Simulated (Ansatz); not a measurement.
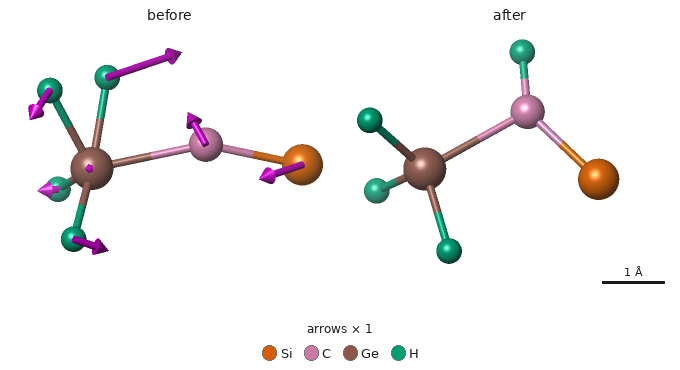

The structure of CH4GeSi before (left) and after (right) a relaxation, at one scale. The purple arrows give the displacements, at their true length.

A ball-and-stick model, seen face on.

It is one of the separated reactants of a reaction.

Method: Ansatz, RKS PBE-D4/def2-SVP.

The input:
```yaml
crystal:
  periodic: [false, false, false]
  atoms:
    - {symbol: Si, position_ang: [-1.070610, -1.955059, -0.406461]}
    - {symbol: C, position_ang: [-0.464247, -0.517366, 0.099782]}
    - {symbol: Ge, position_ang: [0.698881, 0.991650, 0.025423]}
    - {symbol: H, position_ang: [0.152352, 0.784800, 1.417766]}
    - {symbol: H, position_ang: [0.499881, 1.794223, -1.271092]}
    - {symbol: H, position_ang: [0.328768, 1.879556, 1.226436]}
    - {symbol: H, position_ang: [2.173524, 0.572967, 0.146920]}
basis:
  gaussian: {orbitals: def2-SVP}
hamiltonian: {xc: pbe, dispersion: d4}
relax: {f_tol: 0.03, max_steps: 250}
```

Command:
```bash
ansatz run in.yaml --threads 2 --pin off --events-out ev --progress --plain --max-ram 4352MiB
```

> Describe what moved and what it gained.

H4 moves most after the best rigid fit: 1.52 Å. By element the largest moves are H 1.52 Å, Si 0.98 Å, C 0.68 Å, Ge 0.12 Å. Among the contacts that change: Ge3–H4 1.510 → 2.646 Å, C2–H4 1.953 → 1.101 Å, Si1–C2 1.640 → 1.720 Å, C2–Ge3 1.907 → 1.965 Å. New bonds form: C2–H4 (1.95 → 1.10 Å). Bonds break: Ge3–H4 (1.51 → 2.65 Å). Among the angles between lasting bonds that change: Si1–C2–Ge3 155.1° → 101.7°, C2–Ge3–H6 106.2° → 112.2°, C2–Ge3–H5 111.5° → 106.2°. Groups turn about C2–Ge3 by about 60°. Over 18 geometry steps the energy falls by 98.7 kcal/mol. Largest force component: 4.5 eV/Å at the start, 0.0039 eV/Å at the end.
